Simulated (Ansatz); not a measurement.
```xyz
11

O    -1.0681    0.2019    2.5324
C    -0.4808   -0.3186    1.4418
C    -0.0175    0.3327    0.3589
Cl   -0.2138    2.1097    0.3297
Si    0.7893   -0.4672   -1.1108
O    -0.1491   -0.4345   -2.4843
H    -1.1247    1.1698    2.4212
H    -0.3940   -1.3994    1.5058
H     2.0933    0.2090   -1.3455
H     0.9664   -1.8983   -0.7706
H    -0.3357    0.4380   -2.8581
```

Computed with RKS B3LYP-D4/6-31G* (Ansatz 0.2.0).

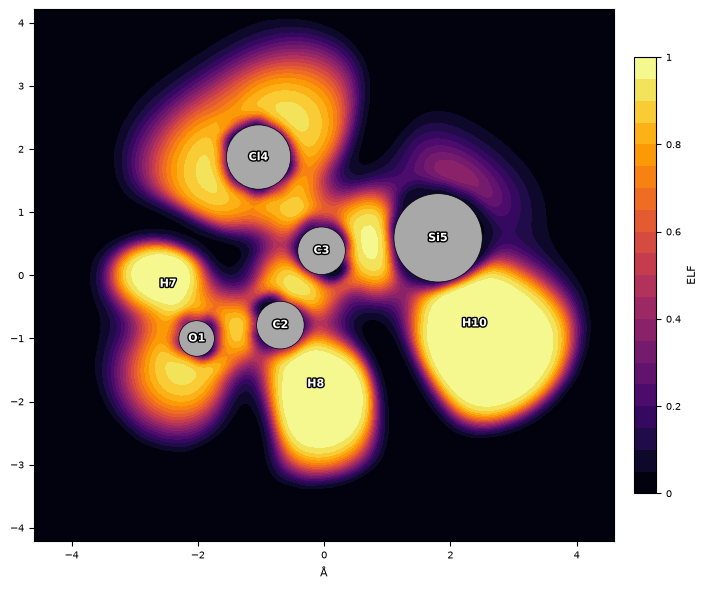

C$_{2}$H$_{5}$ClO$_{2}$Si. Electron localisation function on the plane of atoms C2, O1 and H7. Grey discs cover the atomic cores.

Interpret the plot.

Answer.
- The section cuts through O, C, Cl, Si and H sites.
- C–O (1.34 Å): the ELF peaks at about 0.90 between the atoms; a polar covalent bond.
- C–C (1.35 Å): the ELF peaks at about 0.95 between the atoms: a covalent bond.
- C–Cl (1.79 Å): the ELF peaks at about 0.85 between the atoms, as expected for a shared electron pair.
- C–Si (1.86 Å): the ELF peaks at about 0.95 between the atoms (localised, covalent bonding).
- O–H (0.98 Å): the ELF climbs to about 1 towards the hydrogen, as it does in any bond to H: a covalent bond by its length.
- The ELF also peaks beside O1 and Cl4, away from the bonds: lone-pair regions.
